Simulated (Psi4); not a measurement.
# UHSE06/def2-SVP (core potential) run of InSiH3ClO (SMILES [SiH3][O][In][Cl])

What is the vertical doublet–quartet gap of InSiH3ClO at UHSE06/def2-SVP (core potential)? The job is set up through a Python script.

Program for the calculation: Psi4 1.11.

2 further runs of the same task are left out: 2 set aside as unsound or not needed. Runs told in other sessions of the task aren't counted.

## Step 1: The structure to begin with

InSiH3ClO has 7 atoms, charge 0, and is taken as a doublet. SMILES: `[SiH3][O][In][Cl]`. The coordinates come from a PBE0-D4/def2-TZVP relaxation. This is one conformer, not always the lowest.

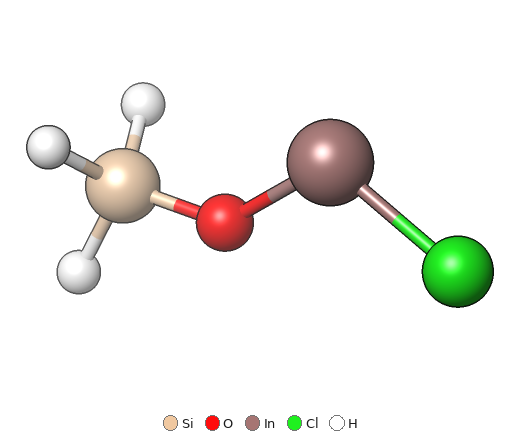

Viewed from a chosen angle; silicon light orange, oxygen red, indium brown, chlorine green, hydrogen white.

## Step 2: Energy and gradient at UHSE06/def2-SVP (core potential)

Contents of job.py:

```python
import psi4

psi4.set_memory(2200000000)
psi4.set_num_threads(1)
psi4.set_output_file('psi4.out', False)

m = psi4.geometry("""
0 2
Si     0.016600     1.144600     0.460800
O      0.203700    -0.441600     0.114500
In    -0.437600    -1.723300    -1.270600
Cl     0.330700    -3.933200    -1.041200
H      0.496200     2.009500    -0.655300
H      0.803700     1.457800     1.681900
H     -1.413400     1.486100     0.709900
symmetry c1
""")

psi4.set_options({
    'basis': 'def2-SVP',
    'reference': 'uks',
    'puream': True,
    'e_convergence': 1e-09,
    'd_convergence': 1e-08,
    'scf_type': 'pk',
    'dft_radial_points': 99,
    'dft_spherical_points': 590,
    'maxiter': 100,
})

e_tot, wfn = psi4.gradient("hse06", molecule=m, return_wfn=True)
psi4.oeprop(wfn, "QUADRUPOLE", "MAYER_INDICES", "MULLIKEN_CHARGES")
print('gradient / Eh bohr^-1')
print(e_tot.np.round(6))
print(f'energy = {wfn.energy():.10f} Eh')
```

The run is started by

```bash
$ python job.py
```

psi4.out:

```text
[...]
    !!!  WARNING: ECP capability is in beta. Please check occupations closely.  !!!
[...]
  Running in c1 symmetry.
[...]
  Nuclear repulsion =  283.742748487817153
[...]
  Multiplicity = 2
[...]
  Nalpha       = 32
  Nbeta        = 31
[...]
    Number of basis functions: 91
[...]
   @UKS iter   1: -1016.02687849404685   -9.77986e-01   8.76822e-03 ADIIS/DIIS
[...]
   @UKS iter  14: -1016.31214542227428   -2.72848e-12   2.11126e-09 DIIS
[...]
   @S^2 Observed:                7.539293999E-01
[...]
  @UKS Final Energy: -1016.31214542227428
   => Energetics <=
    Nuclear Repulsion Energy =            283.7427484878171526
    One-Electron Energy =               -2042.9377602488336834
    Two-Electron Energy =                 800.9531917648134822
    DFT Exchange-Correlation Energy =     -58.0703254260712711
    Empirical Dispersion Energy =           0.0000000000000000
    VV10 Nonlocal Energy =                  0.0000000000000000
    Total Energy =                      -1016.3121454222742841
  UHF NO Occupations:
  HONO-2 :   30  A 1.9994804
  HONO-1 :   31  A 1.9988724
[...]
  -Total Gradient:
     Atom            X                  Y                   Z
    ------   -----------------  -----------------  -----------------
       1        0.000855757601    -0.010542839992    -0.002815233217
       2       -0.004180629298     0.008870143679    -0.002434095194
       3        0.005284735842    -0.000627411068     0.007143343544
       4       -0.002519969546     0.007195440302    -0.000771576797
       5       -0.000899236995    -0.002282588923     0.001869828065
       6       -0.001294880694    -0.001300062196    -0.002307549638
       7        0.002730997170    -0.001302098660    -0.000713140290
[...]
 Multipole Moments:
 ------------------------------------------------------------------------------------
     Multipole            Electronic (a.u.)      Nuclear  (a.u.)        Total (a.u.)
 ------------------------------------------------------------------------------------
 L = 1.  Multiply by 2.5417464519 to convert [e a0] to [Debye]
 Dipole X            :        -18.3795025           17.7941357           -0.5853668
 Dipole Y            :        -22.6045794           23.0309262            0.4263468
 Dipole Z            :        -34.3319150           33.6771639           -0.6547510
 Magnitude           :                                                    0.9762811
 L = 2.  Multiply by 1.3450342976 to convert [e a0^2] to [Debye ang]
 Quadrupole XX       :        -77.8220803           37.3570812          -40.4649991
 Quadrupole XY       :         26.9557147          -26.1095456            0.8461691
[...]
```

On the terminal:

```text
gradient / Eh bohr^-1
[[ 0.000856 -0.010543 -0.002815]
 [-0.004181  0.00887  -0.002434]
 [ 0.005285 -0.000627  0.007143]
 [-0.00252   0.007195 -0.000772]
 [-0.000899 -0.002283  0.00187 ]
 [-0.001295 -0.0013   -0.002308]
 [ 0.002731 -0.001302 -0.000713]]
energy = -1016.3121454223 Eh
```

It took 41 s on 1 thread of Intel Xeon 6975P-C (Granite Rapids), shared host; peak memory 1.1 GiB.

## Step 3: The quartet

Contents of clh3inosi.xyz:

```xyz
7
ClH3InOSi
Si     0.016600     1.144600     0.460800
O      0.203700    -0.441600     0.114500
In    -0.437600    -1.723300    -1.270600
Cl     0.330700    -3.933200    -1.041200
H      0.496200     2.009500    -0.655300
H      0.803700     1.457800     1.681900
H     -1.413400     1.486100     0.709900
```

Contents of run.py:

```python
import psi4

psi4.set_memory('2200 MB')
psi4.set_num_threads(1)
psi4.core.set_output_file('run.log', False)

with open('clh3inosi.xyz') as f:
    atoms = ''.join(f.readlines()[2:])
mol = psi4.geometry('0 4\n' + atoms + 'symmetry c1')

psi4.set_options({
    'reference': 'uks',
    'puream': True,
    'e_convergence': 1e-09,
    'd_convergence': 1e-08,
    'scf_type': 'pk',
    'dft_radial_points': 99,
    'dft_spherical_points': 590,
    'maxiter': 100,
})

result, w = psi4.gradient('hse06/def2-SVP', molecule=mol, return_wfn=True)
psi4.oeprop(w, 'MAYER_INDICES', 'LOWDIN_CHARGES', 'DIPOLE', title='HSE06')
print('gradient / Eh bohr^-1')
print(result.np.round(6))
print(f'energy = {w.energy():.10f} Eh')
for k, v in sorted(psi4.core.scalar_variables().items()):
    print(f'{k:45s} {v:18.10f}')
```

The run is started by

```bash
$ python run.py
```

run.log:

```text
[...]
    !!!  WARNING: ECP capability is in beta. Please check occupations closely.  !!!
[...]
  Running in c1 symmetry.
[...]
  Nuclear repulsion =  283.742748487817153
[...]
  Multiplicity = 4
[...]
  Nalpha       = 33
  Nbeta        = 30
[...]
    Number of basis functions: 91
[...]
   @UKS iter   1: -1015.75116005878078   -7.02268e-01   9.15423e-03 DIIS/ADIIS
[...]
   @UKS iter  27: -1016.11909324729572   -2.35332e-11   1.69709e-09 DIIS
[...]
   @S^2 Observed:                3.757771262E+00
[...]
  @UKS Final Energy: -1016.11909324729572
   => Energetics <=
    Nuclear Repulsion Energy =            283.7427484878171526
    One-Electron Energy =               -2041.6816319446563739
    Two-Electron Energy =                 799.8207725098191077
    DFT Exchange-Correlation Energy =     -58.0009823002755525
    Empirical Dispersion Energy =           0.0000000000000000
    VV10 Nonlocal Energy =                  0.0000000000000000
    Total Energy =                      -1016.1190932472957229
  UHF NO Occupations:
  HONO-2 :   31  A 1.0000000
  HONO-1 :   32  A 1.0000000
[...]
  -Total Gradient:
     Atom            X                  Y                   Z
    ------   -----------------  -----------------  -----------------
       1       -0.007763029341    -0.019175043169    -0.018226303161
       2       -0.016298768373    -0.016102307253    -0.028871844237
       3        0.030045587940     0.004920780267     0.043850010568
       4       -0.011553401495     0.029078867854    -0.005036251803
       5        0.000033507485     0.000552674562     0.006379006726
       6       -0.000054008619    -0.001321949643    -0.000568206069
       7        0.005563162378     0.002052945347     0.002438116003
[...]
 Multipole Moments:
 ------------------------------------------------------------------------------------
     Multipole            Electronic (a.u.)      Nuclear  (a.u.)        Total (a.u.)
 ------------------------------------------------------------------------------------
 L = 1.  Multiply by 2.5417464519 to convert [e a0] to [Debye]
 Dipole X            :        -17.8549752           17.7941357           -0.0608394
 Dipole Y            :        -21.7232332           23.0309262            1.3076930
 Dipole Z            :        -33.2624169           33.6771639            0.4147470
 Magnitude           :                                                    1.3732361
[...]
```

Standard output:

```text
gradient / Eh bohr^-1
[[-7.7630e-03 -1.9175e-02 -1.8226e-02]
 [-1.6299e-02 -1.6102e-02 -2.8872e-02]
 [ 3.0046e-02  4.9210e-03  4.3850e-02]
 [-1.1553e-02  2.9079e-02 -5.0360e-03]
 [ 3.4000e-05  5.5300e-04  6.3790e-03]
 [-5.4000e-05 -1.3220e-03 -5.6800e-04]
 [ 5.5630e-03  2.0530e-03  2.4380e-03]]
energy = -1016.1190932473 Eh
CURRENT ENERGY                                  -1016.1190932473
CURRENT REFERENCE ENERGY                        -1016.1190932473
DD SOLVATION ENERGY                                 0.0000000000
DFT FUNCTIONAL TOTAL ENERGY                     -1016.1190932473
DFT TOTAL ENERGY                                -1016.1190932473
DFT VV10 ENERGY                                     0.0000000000
DFT XC ENERGY                                     -58.0009823003
GRID ELECTRONS ALPHA                               33.0000003468
GRID ELECTRONS BETA                                30.0000003466
GRID ELECTRONS TOTAL                               63.0000006934
NUCLEAR REPULSION ENERGY                          283.7427484878
ONE-ELECTRON ENERGY                             -2041.6816319447
PCM POLARIZATION ENERGY                             0.0000000000
PE ENERGY                                           0.0000000000
SCF ITERATION ENERGY                            -1016.1190932473
SCF ITERATIONS                                     27.0000000000
SCF TOTAL ENERGY                                -1016.1190932473
TWO-ELECTRON ENERGY                               799.8207725098
XC GRID RADIAL POINTS                              99.0000000000
XC GRID SPHERICAL POINTS                          590.0000000000
XC GRID TOTAL POINTS                           387735.0000000000
```

Wall time 66 s (1 thread of Intel Xeon 6975P-C (Granite Rapids), shared host); peak memory 1.1 GiB.

## Step 4: Outcome

Level: UHSE06/def2-SVP (core potential).

| quantity | value |
| --- | --- |
| doublet: total energy | -1016.31215 Eh |
| doublet: dipole moment | 2.48 D |
| doublet: HOMO energy (highest over α and β) | -6.56 eV |
| doublet: LUMO energy (lowest over α and β) | -4.64 eV |
| doublet: ⟨S²⟩ | 0.754 |
| doublet: largest force on an atom | 0.563 eV/Å |
| quartet: total energy | -1016.11909 Eh |
| quartet: dipole moment | 3.49 D |
| quartet: HOMO energy (highest over α and β) | -2.91 eV |
| quartet: ⟨S²⟩ | 3.758 |
| quartet: largest force on an atom | 2.745 eV/Å |
| vertical energy of the quartet above the doublet | 5.253 eV |

What this shows: At this shape the quartet lies 5.25 eV (507 kJ/mol) above the doublet. The largest force (doublet) is 0.56 eV/Å: the shape isn't a stationary point for this species at this level. Mulliken charges (doublet) run from -0.61 on O2 to +0.65 on In3; they depend strongly on the basis.
